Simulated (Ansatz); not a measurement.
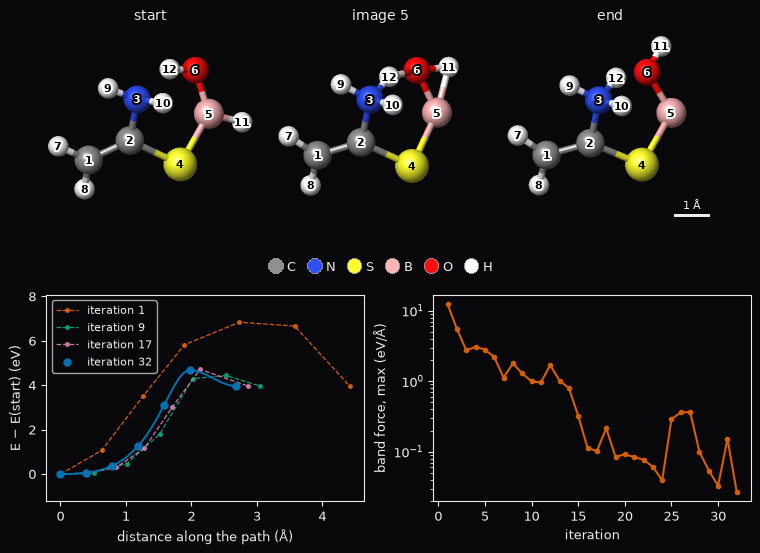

A nudged-elastic-band calculation for C₂H₆BNOS. Images are numbered from 0 (start) to 6 (end). The plot follows the band through its iterations. A ball-and-stick model, seen from a free direction.

All numbers below come from RKS PBE0-D4/cc-pVDZ in Ansatz. Run with 5 movable images; climbing image; force threshold 0.05 eV/Å; iteration limit 60; starting path through a guess of the saddle point.

Question: Judge this run.

Answer: The result is final at these settings. The band converged in 32 iterations. The largest component of the band force went from 12 to 0.027 eV/Å. The climbing image converged on the top of the path. Its vibrational analysis gives one imaginary mode (1710i cm⁻¹), as a transition state must have. The first iteration put the highest image at 6.84 eV. The energy climbs by 4.68 eV to image 5 and then falls by 0.71 eV, so the end point sits at +3.97 eV.

Cost: 3.8 min on 2 threads of AMD EPYC 9R45 96-Core Processor (Zen 5), with other jobs on the host, peak memory 0.3 GiB.
